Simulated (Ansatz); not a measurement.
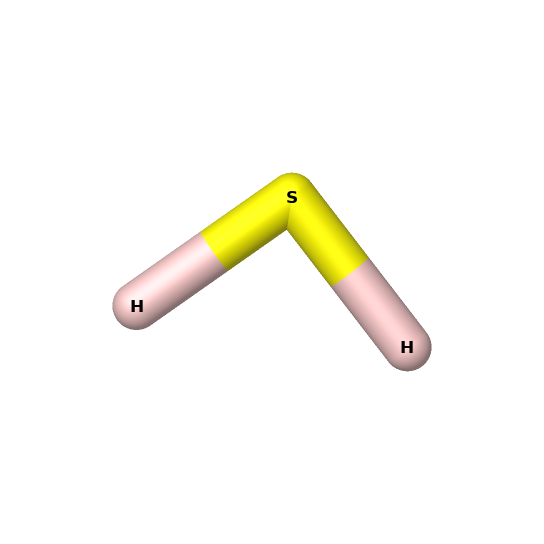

Rendered structure (stick style). Every bond is drawn as one stick, whatever its order.

What is the molecular formula?

H₂S, 3 atoms: 2 hydrogen and 1 sulfur.

How many bonds of each kind are drawn?

2 S–H. Sticks follow a distance rule.

Give the symmetry (Schoenflies symbol).

C2v.

More results for the same structure follow; atom numbers are the same in all pictures, views and colours differ. The computed structure is the end point of a PBE0-D4/def2-TZVP optimisation.

Shape

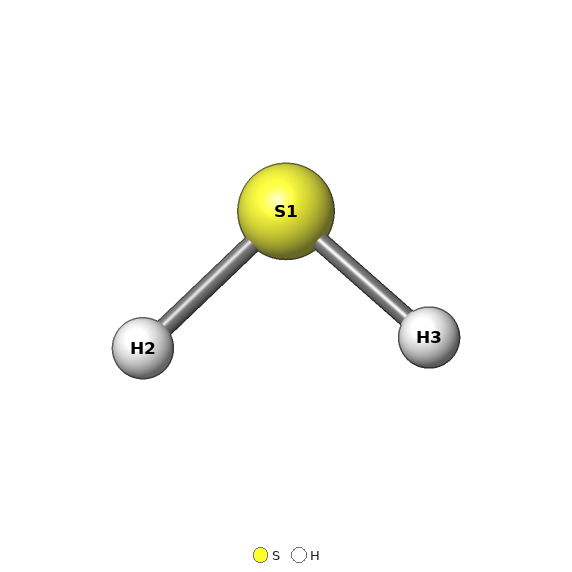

What is the geometry at S1?

S1 has 2 neighbours (H2 at 1.34, H3 at 1.34 Å); the arrangement is bent.

Charges

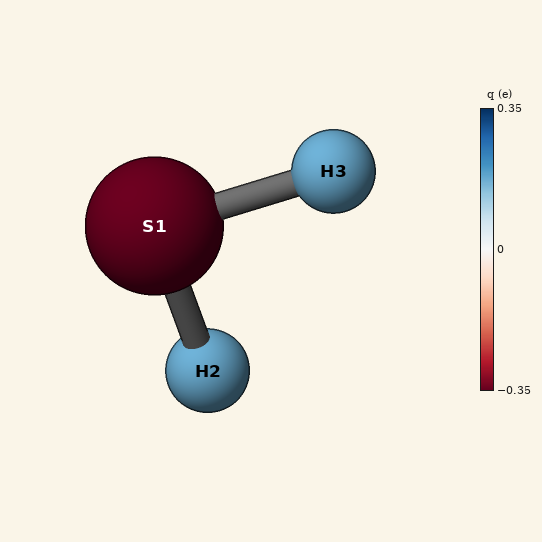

Atoms are coloured by their Mulliken charges. Level of theory: RKS PBE0-D4/def2-TZVP (Ansatz 0.2.0).

List the Mulliken charges.

| atom | value (e) |
| --- | --- |
| S1 | −0.35 |
| H2 | 0.17 |
| H3 | 0.17 |

Vibrations

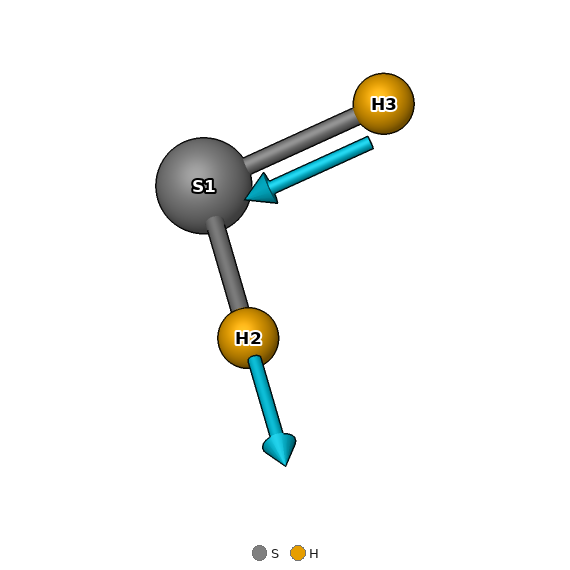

The arrows show one normal mode. Harmonic vibrations computed with RKS PBE0-D4/def2-TZVP (Ansatz 0.2.0) at a stationary point of the same level.

What kind of motion is it?

Mostly out-of-phase stretching of 2 S–H bonds.

At what wavenumber does it lie?

2740 cm⁻¹; it is mode 3 of 3 counted from the lowest.

Dipole moment

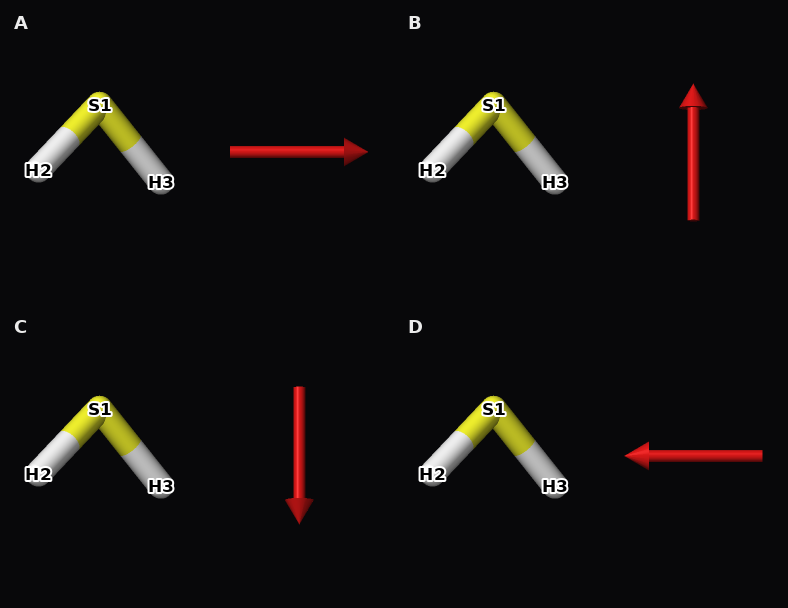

The same molecule four times, each with an arrow. Method: RKS PBE0-D4/def2-TZVP (Ansatz 0.2.0).

Which arrow points along the dipole moment, from the negative to the positive end?

C. The dipole moment is 1.16 D; it points from the side of S1 to the side of H2, H3 (the outermost atoms at the two ends).

Mulliken values depend strongly on the basis set and can even reverse the polarity of a bond.
